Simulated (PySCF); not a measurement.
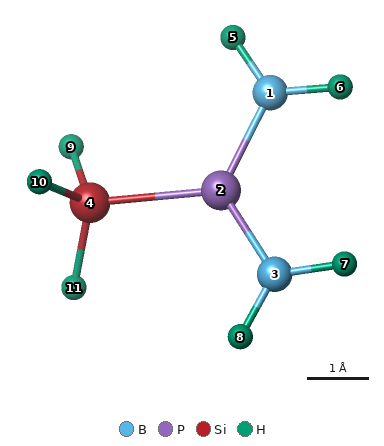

Figure 1. The structure as given in the input (ball-and-stick view, seen at a tilt; atoms are numbered from 1 in the order of the input). Bond lengths as drawn: B–H 1.21 Å, B–P 1.84 Å, H–Si 1.49 Å and P–Si 2.24 Å.

NMR shielding calculation of B2SiPH7

B2SiPH7, SMILES BP(B)[SiH3], computed with GIAO PBE0/def2-SVP NMR shielding, non-relativistic, gas phase (PySCF 2.14.0).

The geometry comes from this level: PBE0-D3(BJ)/def2-SVP. Figures and captions count atoms from 1; the log counts them from 0 in places.

### Log
```
coarse grid: 9760 points
cycle   1  E = -684.0627779678  dE = -9.592e-02  |g| = 1.653e-01  |ddm| = 3.044e+00
cycle   2  E = -684.0663835286  dE = -3.606e-03  |g| = 1.406e-01  |ddm| = 4.591e-01
cycle   3  E = -684.0741848253  dE = -7.801e-03  |g| = 2.460e-02  |ddm| = 2.289e-01
cycle   4  E = -684.0744012086  dE = -2.164e-04  |g| = 8.293e-03  |ddm| = 3.973e-02
cycle   5  E = -684.0744248225  dE = -2.361e-05  |g| = 1.462e-03  |ddm| = 1.383e-02
cycle   6  E = -684.0744256454  dE = -8.229e-07  |g| = 3.012e-04  |ddm| = 2.593e-03
final grid: 83872 points
cycle   7  E = -684.1571141536  dE = -1.839e-05  |g| = 3.357e-03  |ddm| = 2.312e-02
cycle   8  E = -684.1571139805  dE =  1.732e-07  |g| = 3.481e-03  |ddm| = 8.306e-03
cycle   9  E = -684.1571181966  dE = -4.216e-06  |g| = 3.625e-04  |ddm| = 4.618e-03
cycle  10  E = -684.1571182509  dE = -5.433e-08  |g| = 5.319e-05  |ddm| = 6.206e-04
cycle  11  E = -684.1571182520  dE = -1.073e-09  |g| = 1.448e-05  |ddm| = 1.107e-04
cycle  12  E = -684.1571182521  dE = -6.401e-11  |g| = 7.599e-06  |ddm| = 2.634e-05
```

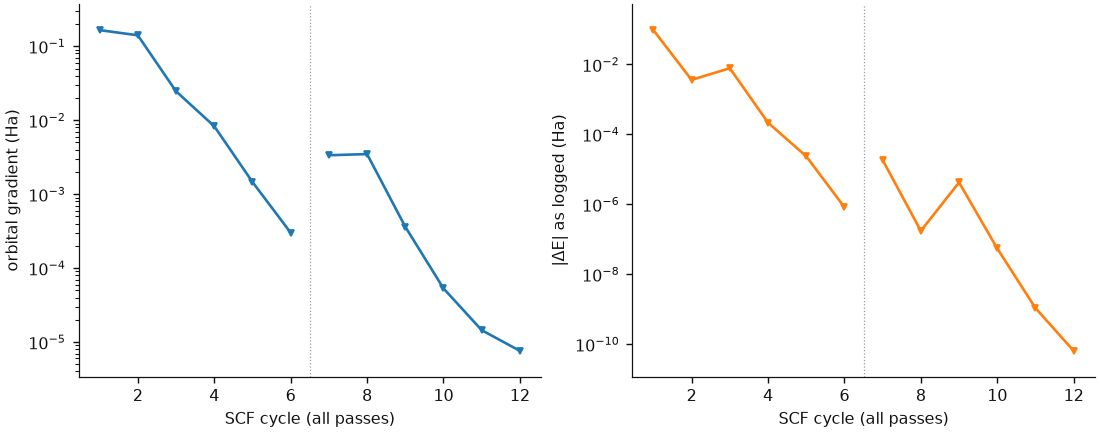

Figure 2. Convergence of the self-consistent field: orbital gradient and size of the energy change against the SCF cycle. The dotted line marks the change from a coarse to the final integration grid. The first 6 cycles use a coarse grid, the final grid takes over at cycle 7, and the field converges after 12 cycles in all.

```
converged SCF energy = -684.1571182521

GIAO shielding tensors (ppm)
atom      isotropic    diamagn.    paramagn.     s11        s22        s33       span
  0 B       40.429     197.617    -157.188    -32.265     12.596    140.957    173.222
  1 P      402.487     971.516    -569.029    183.593    482.035    541.832    358.239
  2 B       40.582     197.485    -156.903    -32.205     12.523    141.428    173.633
  3 Si     483.185     880.460    -397.275    461.516    472.089    515.951     54.435
  4 H       23.507      30.071      -6.565     16.598     26.167     27.755     11.157
  5 H       23.408      29.697      -6.289     16.909     26.154     27.161     10.252
  6 H       23.391      29.583      -6.192     16.862     26.123     27.189     10.327
  7 H       23.498      29.864      -6.365     16.608     26.153     27.734     11.126
  8 H       26.800      29.344      -2.543     23.554     25.173     31.674      8.120
  9 H       26.733      28.937      -2.203     23.591     24.828     31.781      8.190
 10 H       26.790      29.223      -2.433     23.560     25.123     31.688      8.128
```

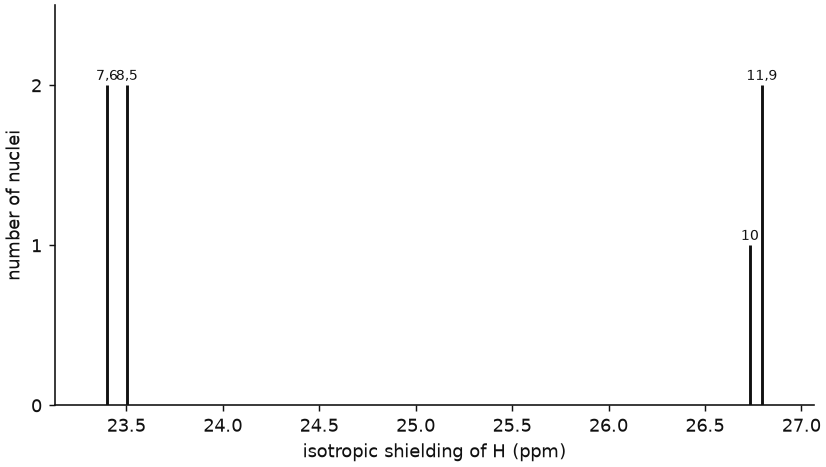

Figure 3. Isotropic shieldings of the hydrogen nuclei in this fixed geometry, labelled by atom number; shielding grows to the right, so chemical shift grows to the left. The least shielded is H7 (23.4 ppm), the most shielded H9 (26.8 ppm).

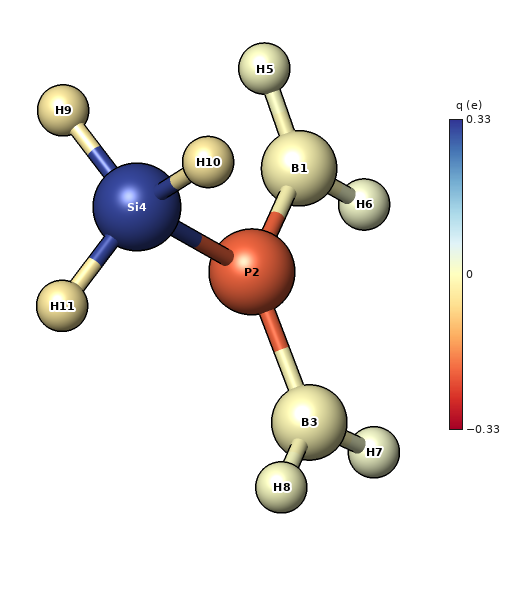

Figure 4. Mulliken charges, as the colour of each atom (ball-and-stick view, seen at a tilt; atoms are numbered from 1 in the order of the input). By element: B −0.01, P −0.20, Si +0.31 and H −0.04 to +0.02 e.

The run was set up as follows.

### Input file
```
{"job": {"kind": "nmr", "xc": "PBE0", "basis": "def2-SVP", "pop": true}, "charge": 0, "multiplicity": 1}
B      0.008778     2.017330     0.201551
P      0.412193     0.227637     0.055820
B      2.155310    -0.361905     0.073069
Si    -1.259281    -1.260546     0.067393
H     -1.141428     2.376335     0.246162
H      0.928714     2.794845     0.237167
H      3.021081     0.475870     0.109878
H      2.397662    -1.541746     0.035468
H     -2.453550    -0.606701    -0.540832
H     -1.582007    -1.695769     1.458345
H     -0.843115    -2.444449    -0.737714
```

The first line tells a small driver script what to run in PySCF; the rest is the geometry in Å.

Launched with:
```bash
OMP_NUM_THREADS=1 python <driver script> task.json out
```

### Summary

| quantity | value |
| --- | --- |
| outcome | converged |
| total energy | −684.157118 hartree |
| HOMO | −7.43 eV |
| LUMO | −2.32 eV |
| dipole moment | 1.09 D |
| isotropic shielding, B | 40.4 to 40.6 ppm |
| isotropic shielding, P | 402.5 ppm |
| isotropic shielding, Si | 483.2 ppm |
| isotropic shielding, H | 23.4 to 26.8 ppm |
| hardware | 1 CPU thread, shared host |
| wall time | 5.1 s |
| peak memory | 0.5 GiB |
